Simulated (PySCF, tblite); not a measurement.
# C6H14OSSi: geometry, infrared bands and NMR shifts

What infrared bands and NMR shifts should C6H14OSSi (`CO[Si@@H](S)CC1CCC1`) show?

Programs: tblite 0.8.0 and PySCF 2.14.0, with density-fitted response routines of our own. Each step states its level of theory. These are calculated values for one molecule in the gas phase, unless marked as measured. Atoms are numbered from 0 throughout.

### 1 The starting structure

23 atoms, charge 0, multiplicity 1; geometry from: force field or distance geometry start.

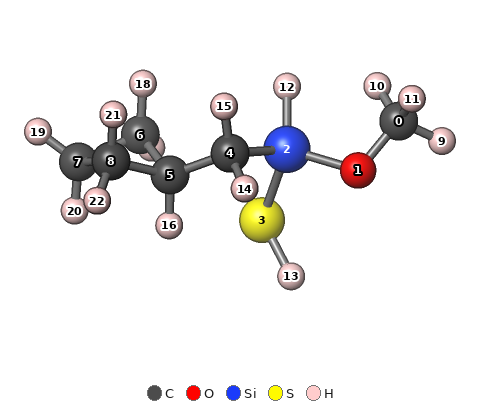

As it starts; carbon dark grey, oxygen red, silicon blue, sulfur yellow, hydrogen pink, atoms numbered; sticks join atoms by distance.

### 2 Relaxing the molecule with GFN2-xTB

The job: settings as JSON, then the geometry in Å.

```
{"job": {"kind": "relax", "xc": "GFN2-xTB", "basis": "xTB"}, "charge": 0, "multiplicity": 1}
C     -3.794400    -0.669000    -0.288800
O     -2.930500     0.308500     0.175900
Si    -1.389000     0.021300    -0.521500
S     -0.829800     1.843400    -1.543900
C     -0.199100    -0.246600     0.910700
C      1.100700     0.342300     0.493300
C      1.763400    -0.231800    -0.760700
C      3.077800     0.202700    -0.075700
C      2.351100    -0.146800     1.229000
H     -4.713300    -0.136000    -0.672700
H     -3.319200    -1.242200    -1.100100
H     -4.093900    -1.367000     0.529700
H     -1.374500    -1.151100    -1.387100
H     -1.465200     2.929400    -0.920100
H     -0.528100     0.307500     1.822200
H     -0.075900    -1.328500     1.106600
H      1.120700     1.467300     0.459800
H      1.547800     0.286000    -1.698200
H      1.706300    -1.348600    -0.814600
H      3.948700    -0.411900    -0.284700
H      3.163600     1.295400    -0.143600
H      2.295900    -1.217700     1.407500
H      2.632300     0.520300     2.087300
```

Launch:

```sh
$ OMP_NUM_THREADS=1 python probes_run.py task.json out
```

This one command runs all jobs of the session in turn.

**Question.** This job is followed by: GFN2-xTB harmonic vibrations, gas phase; GIAO PBE0/pcSseg-1 NMR shielding, non-relativistic, gas phase. Predict these results of the whole session: strongest single infrared mode (GFN2-xTB); zero-point energy (GFN2-xTB); 13C shifts against TMS (PBE0/pcSseg-1); 1H shifts against TMS (PBE0/pcSseg-1, means over atoms taken as alike); 17O shifts against H2O (PBE0/pcSseg-1); 29Si shifts against TMS (PBE0/pcSseg-1); 33S shifts against CS2 (PBE0/pcSseg-1); surface potential, least and greatest.

The runs gave:

```
                                                              quantity                                                                       value
                             strongest single infrared mode (GFN2-xTB)                                                       2235 cm⁻¹, 231 km/mol
                                          zero-point energy (GFN2-xTB)                                                              117.4 kcal/mol
                                13C shifts against TMS (PBE0/pcSseg-1)                                      52.9, 32.8, 30.5, 29.5, 29.1, 17.2 ppm
1H shifts against TMS (PBE0/pcSseg-1, means over atoms taken as alike)  5.62, 3.75, 2.47, 2.34, 2.10, 1.98, 1.83, 1.70, 1.51, 1.03, 0.95, 0.37 ppm
                                17O shifts against H2O (PBE0/pcSseg-1)                                                                    17.4 ppm
                               29Si shifts against TMS (PBE0/pcSseg-1)                                                                     7.6 ppm
                                33S shifts against CS2 (PBE0/pcSseg-1)                                                                    -230 ppm
                                 surface potential, least and greatest                                                          -1.10 V and 1.03 V
```

What this shows: The optimisation took 151 steps and gained 1.408 eV; among the close pairs (by a distance rule), O1–Si2 changed most, from 1.716 to 1.625 Å. No mode is imaginary among the 63: a minimum at this level. The strongest single mode, at 2235 cm⁻¹, moves mainly H12. GFN2-xTB is a fitted tight-binding method: band positions and strengths are rough. Its intensities can rank the bands wrongly. The most deshielded carbon is C0 (methyl carbon bonded to O), at 52.9 ppm: deshielded by the electronegative neighbour. At PBE0/pcSseg-1: Shielding is most anisotropic at S3 (span 298 ppm, paramagnetic term -326 ppm).
